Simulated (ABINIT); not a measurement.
## CdS (Greenockite): G0W0 with ABINIT, start to end

Wanted: ground state, empty states, screening and self-energy for CdS (Greenockite).

Main program and level: ABINIT 10.8.3; PBE and many-body steps on it, plane waves.

The database entry behind the starting cell differs from later determinations by our own check (about 0.35 % long), so it need not match the best structure at ambient conditions.

## 1. Set-up

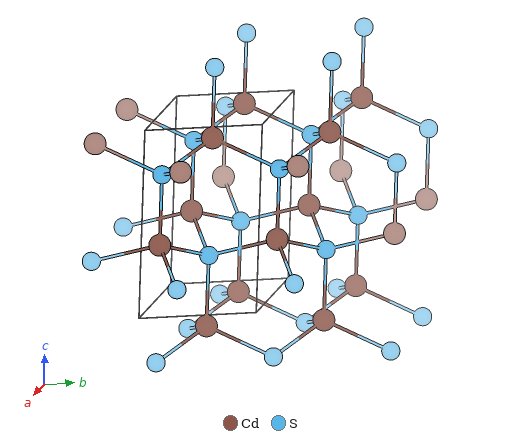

The starting structure, seen slightly off an axis (cadmium brown, sulfur blue). 2×2×1 cells are drawn. Some periodic images of atoms are drawn too.

The cell and positions come from the Crystallography Open Database and are kept as given unless a step says otherwise.

## 2. Ground state

This step: ABINIT 10.8.3; DFT, PBE with spin-orbit coupling, plane waves, norm-conserving pseudopotentials.

The ground-state density comes first.

File run.abi:

```
acell 3*1.0 Angstrom
rprim 
  4.149999999997 0.000000000001 0.000000000000
  -2.074999999999 3.594005425702 0.000000000000
  0.000000000000 0.000000000000 6.737000000000
ntypat 2
znucl 48 16
natom 4
typat 1 1 2 2
xred 
  0.333333333333 0.666666666667 0.000000000000
  0.666666666667 0.333333333333 0.500000000000
  0.333333333333 0.666666666667 0.375000000000
  0.666666666667 0.333333333333 0.875000000000
pp_dirpath "pseudos"
pseudos "Cd.upf, S.upf"
ecut 47
nspinor 2
ngkpt 3 3 4
nshiftk 1
shiftk 0 0 0
kptopt 1
chksymbreak 0
nband 64
occopt 1
tolvrs 1e-08
nstep 60
prtwf 0
optforces 0
optstress 0
indata_prefix "in"
outdata_prefix "out"
tmpdata_prefix "tmp"
```

On the command line:

```console
> OMP_NUM_THREADS=1 mpirun -n 8 abinit run.abi > log
```

Numbers of over 12 decimals in the logs are rounded to 6 here.

What it wrote:

```text
.Version 10.8.3 of ABINIT. v10.8.2 released Aug 2026.

 Symmetries : space group P6_3 m c (#186); Bravais hP (primitive hexag.)
================================================================================
 Values of the parameters that define the memory need of the present run
     intxc =       0    ionmov =       0      iscf =       7    lmnmax =      18
     lnmax =      18     mgfft =      80  mpssoang =       5    mqgrid =    3929
     natom =       4  nloc_mem =       1    nspden =       1   nspinor =       2
    nsppol =       1      nsym =      12    n1xccc =    2501    ntypat =       2
    occopt =       1   xclevel =       2
-    mband =          64        mffmem =           1         mkmem =           2
       mpw =       10458          nfft =      200000          nkpt =           9
================================================================================
  Rough estimation (10% accuracy) of disk space for files :
================================================================================

--------------------------------------------------------------------------------
------------- Echo of variables that govern the present computation ------------
--------------------------------------------------------------------------------
 -outvars: echo values of preprocessed input variables --------
            acell      1.8897261259E+00  1.8897261259E+00  1.8897261259E+00 Bohr

      chksymbreak           0
             ecut      4.70000000E+01 Hartree
-          fftalg         312

              ixc     -101130
              kpt      0.00000000E+00  0.00000000E+00  0.00000000E+00
                       3.33333333E-01  0.00000000E+00  0.00000000E+00
                       3.33333333E-01  3.33333333E-01  0.00000000E+00
                       0.00000000E+00  0.00000000E+00  2.50000000E-01
                       3.33333333E-01  0.00000000E+00  2.50000000E-01
                       3.33333333E-01  3.33333333E-01  2.50000000E-01
                       0.00000000E+00  0.00000000E+00  5.00000000E-01
                       3.33333333E-01  0.00000000E+00  5.00000000E-01
                       3.33333333E-01  3.33333333E-01  5.00000000E-01
         kptrlatt        3    0    0      0    3    0      0    0    4
          kptrlen      2.35270903E+01
P           mkmem           2
            natom           4
            nband          64
            ngfft          50      50      80
             nkpt           9
          nspinor           2
            nstep          60
             nsym          12
           ntypat           2
              occ      1.000000  1.000000  1.000000  1.000000  1.000000  1.000000
                       1.000000  1.000000  1.000000  1.000000  1.000000  1.000000
                       1.000000  1.000000  1.000000  1.000000  1.000000  1.000000
                       1.000000  1.000000  1.000000  1.000000  1.000000  1.000000
                       1.000000  1.000000  1.000000  1.000000  1.000000  1.000000
                       1.000000  1.000000  1.000000  1.000000  1.000000  1.000000
                       1.000000  1.000000  1.000000  1.000000  1.000000  1.000000
                       1.000000  1.000000  1.000000  1.000000  1.000000  1.000000
                       1.000000  1.000000  1.000000  1.000000  0.000000  0.000000
                       0.000000  0.000000  0.000000  0.000000  0.000000  0.000000
                       0.000000  0.000000  0.000000  0.000000
        optforces           0
        optstress           0
            prtwf           0
            rprim      4.1500000000E+00  1.0000000000E-12  0.0000000000E+00
                      -2.0750000000E+00  3.5940054257E+00  0.0000000000E+00
                       0.0000000000E+00  0.0000000000E+00  6.7370000000E+00
          spgroup         186

           tolvrs      1.00000000E-08

             xred      3.3333333333E-01  6.6666666667E-01  0.0000000000E+00
[...]
znucl       48.00000   16.00000

================================================================================

 chkinp: Checking input parameters for consistency.

================================================================================
== DATASET  1 ==================================================================
-   mpi_nproc: 8, omp_nthreads: 1 (-1 if OMP is not activated)
-    --> not optimal distribution: autoparal keyword recommended in input file <--

--- !DatasetInfo
iteration_state: {dtset: 1, }
dimensions: {natom: 4, nkpt: 9, mband: 64, nsppol: 1, nspinor: 2, nspden: 1, mpw: 10458, }
cutoff_energies: {ecut:  47.0, pawecutdg:  -1.0, }
electrons: {nelect:   5.20000000E+01, charge:   0.00000000E+00, occopt:   1.00000000E+00, tsmear:   1.00000000E-02, }

 Real(R)+Recip(G) space primitive vectors, cartesian coordinates (Bohr,Bohr^-1):
 R(1)=  7.8423634  0.0000000  0.0000000  G(1)=  0.1275126  0.0736194  0.0000000
 R(2)= -3.9211817  6.7916859  0.0000000  G(2)=  0.0000000  0.1472388  0.0000000
 R(3)=  0.0000000  0.0000000 12.7310849  G(3)=  0.0000000  0.0000000  0.0785479
 Unit cell volume ucvol=  6.7809411E+02 bohr^3
 Angles (23,13,12)=  9.00000000E+01  9.00000000E+01  1.20000000E+02 degrees

 getcut: wavevector=  0.0000  0.0000  0.0000  ngfft=  50  50  80
         ecut(hartree)=     47.000   => boxcut(ratio)=   2.03615

[...]
2    1.541456   -0.655918    0.017961   -0.000027
  spin-orbit 1   -3.801853    0.411142    0.019680   -0.001553
  spin-orbit 2   -1.207204    0.051413    0.008713   -0.000403
 pspatm: atomic psp has been read  and splines computed

- S Generated using ONCVPSP code by D. R. Hamann
- 16.00000   6.00000  180416                  znucl, zion, pspdat
12 -101130 2 -1 1146                          pspcod,pspxc,lmax,lloc,mmax
     nproj     2     3     2     0
     spin-orbit psp
        nprojso     3     3     0
  pspatm : epsatm=    9.02154350
         --- l  ekb(1:nproj) -->
[...]
1    3.228904    0.888476    0.000329
[...]
spin-orbit 1    0.096764   -0.027776    0.009511
  spin-orbit 2    0.001615    0.000361   -0.000189
 pspatm: atomic psp has been read  and splines computed

   3.34958682E+03                                ecore*ucvol(ha*bohr**3)
--------------------------------------------------------------------------------

_setup2: Arith. and geom. avg. npw (full set) are   10433.861   10433.852

================================================================================

--- !BeginCycle
iteration_state: {dtset: 1, }
solver: {iscf: 7, nstep: 60, nline: 4, wfoptalg: 0, }
tolerances: {tolvrs: 1.00E-08, }

     iter   Etot(hartree)      deltaE(h)  residm     vres2
 ETOT  1  -367.37367148594    -3.674E+02 1.606E+00 1.341E+04
 ETOT  2  -369.90436997091    -2.531E+00 5.496E-02 2.173E+04
 ETOT  3  -372.43173765544    -2.527E+00 2.582E-02 2.850E+03
 ETOT  4  -372.65480684083    -2.231E-01 2.736E-02 1.030E+03
 ETOT  5  -372.75799779050    -1.032E-01 7.787E-03 1.483E+02
 ETOT  6  -372.77602798152    -1.803E-02 5.582E-03 2.651E-01
 ETOT  7  -372.77579812330     2.299E-04 1.880E-02 2.572E+00
 ETOT  8  -372.77612505975    -3.269E-04 6.398E-03 5.582E-02
 ETOT  9  -372.77612915170    -4.092E-06 4.015E-03 2.649E-02
 ETOT 10  -372.77613264499    -3.493E-06 5.185E-03 1.274E-05
 ETOT 11  -372.77613265086    -5.877E-09 9.128E-04 5.691E-07
 ETOT 12  -372.77613265100    -1.410E-10 3.109E-03 8.353E-08
 ETOT 13  -372.77613265103    -2.768E-11 7.208E-04 4.284E-09

 At SCF step   13       vres2   =  4.28E-09 < tolvrs=  1.00E-08 =>converged.

--- !ResultsGS
iteration_state: {dtset: 1, }
comment   : Summary of ground state results
lattice_vectors:
- [  7.8423634,   0.0000000,   0.0000000, ]
- [ -3.9211817,   6.7916859,   0.0000000, ]
- [  0.0000000,   0.0000000,  12.7310849, ]
lattice_lengths: [   7.84236,    7.84236,   12.73108, ]
lattice_angles: [ 90.000,  90.000, 120.000, ] # degrees, (23, 13, 12)
lattice_volume:   6.7809411E+02
convergence: {deltae: -2.768E-11, res2:  4.284E-09, residm:  7.208E-04, diffor:  0.000E+00, }
etotal    :  -3.72776133E+02
entropy   :   0.00000000E+00
fermie    :   1.57238399E-01
cartesian_stress_tensor: null
pressure_GPa: null
xred      :
- [  3.3333E-01,   6.6667E-01,   0.0000E+00, Cd]
- [  6.6667E-01,   3.3333E-01,   5.0000E-01, Cd]
- [  3.3333E-01,   6.6667E-01,   3.7500E-01,  S]
- [  6.6667E-01,   3.3333E-01,   8.7500E-01,  S]
cartesian_forces: null
force_length_stats: {min: null, max: null, mean: null, }

 Integrated electronic density in atomic spheres:
 ------------------------------------------------
 Atom  Sphere_radius  Integrated_density
[...]
4        2.00000          3.91594851
================================================================================

 ----iterations are completed or convergence reached----

 Mean square residual over all n,k,spin=   51.954E-07; max=  72.076E-05
 reduced coordinates (array xred) for    4 atoms
       0.333333333333      0.666666666667      0.000000000000
       0.666666666667      0.333333333333      0.500000000000
       0.333333333333      0.666666666667      0.375000000000
       0.666666666667      0.333333333333      0.875000000000
 rms dE/dt=  0.0000E+00; max dE/dt=  0.0000E+00; dE/dt below (all hartree)
    1       0.000000000000      0.000000000000      0.000000000000
    2       0.000000000000      0.000000000000      0.000000000000
    3       0.000000000000      0.000000000000      0.000000000000
    4       0.000000000000      0.000000000000      0.000000000000

 cartesian coordinates (angstrom) at end:
    1     -3.3e-13     2.396004     0.000000
    2      2.075000     1.198002     3.368500
    3     -3.3e-13     2.396004     2.526375
    4      2.075000     1.198002     5.894875
 length scales=  1.889726125908  1.889726125908  1.889726125908 bohr
              =  1.000000000000  1.000000000000  1.000000000000 angstroms
 prteigrs : about to open file out_EIG
 Fermi (or HOMO) energy (hartree) =   0.15724   Average Vxc (hartree)=  -0.34093
 Eigenvalues (hartree) for nkpt=   9  k points:
 kpt#   1, nband= 64, wtk=  0.02778, kpt=  0.0000  0.0000  0.0000 (reduced coord)
  -3.56603   -3.56603   -3.56603   -3.56603   -2.28393   -2.28393   -2.28392   -2.28392
  -2.07022   -2.07022   -2.07020   -2.07020   -2.07013   -2.07013   -2.07012   -2.07012
  -0.29508   -0.29508   -0.27941   -0.27941   -0.13592   -0.13592   -0.13574   -0.13574
  -0.13370   -0.13370   -0.12104   -0.12104   -0.11708   -0.11708   -0.11114   -0.11114
  -0.10602   -0.10602   -0.10565   -0.10565   -0.10014   -0.10014   -0.08934   -0.08934
  -0.00306   -0.00306    0.12800    0.12800    0.12955    0.12955    0.15439    0.15439
   0.15657    0.15657    0.15724    0.15724    0.19985    0.19985    0.25818    0.25818
   0.38525    0.38525    0.39788    0.39788    0.40747    0.40747    0.42885    0.42955
 prteigrs : prtvol=0 or 1, do not print more k-points.

--- !EnergyTerms
iteration_state     : {dtset: 1, }
comment             : Components of total free energy in Hartree
kinetic             :  1.30747051374323E+02
hartree             :  1.31018018747527E+02
xc                  : -5.48483767608811E+01
Ewald energy        : -1.97799265838709E+02
psp_core            :  4.93970785486471E+00
local_psp           : -3.98323637610222E+02
non_local_psp       :  1.14903695820661E+01
total_energy        : -3.72776132651031E+02
total_energy_eV     : -1.01437553288503E+04
band_energy         : -4.23427643077546E+01

== END DATASET(S) ==============================================================
================================================================================

 -outvars: echo values of variables after computation  --------
           etotal     -3.7277613265E+02
            nband          64
             nkpt           9
          spgroup         186
 [... the other variables as echoed above ...]

 Calculation completed.
```

Run time: 3 min. Hardware: 8 MPI ranks of Arm Neoverse V2, shared host; peak memory 1.1 GiB.

Numbers from this step:

- total energy: -10143.7553 eV
- gap: 1.159 eV
- k of the valence top: 0, 0, 0
- k of the conduction bottom: 0, 0, 0
- least direct gap: 1.159 eV

The gap is direct, at Γ.

(Part 1 of 3 ends here.)

[Paths, hosts, dates, memory and timing lines, banners, echoed tables and standing remarks are left out of the program output.]

[Logs are printed without paths, hosts, clocks, repeated set-up lines and the standing remarks that a program may print on its own settings, such as how far it seeks lower states.]

[Runs of the session that timed out or met a known fault of the program may be left out.]

[Hosts, paths, dates, database ids (printed as entryN), source tags and the programs' standing remarks are cut or masked in the printed files.]

[G0W0 gaps are taken among the corrected bands and points alone; a level outside them can change the order at an edge.]

[Where Ansatz stands beside ABINIT at settings called matched, ABINIT's density can come from a denser mesh and the files from another edition; pairs whose starting gaps differed by over 0.03 eV were left out, so agreement reads better than it is.]
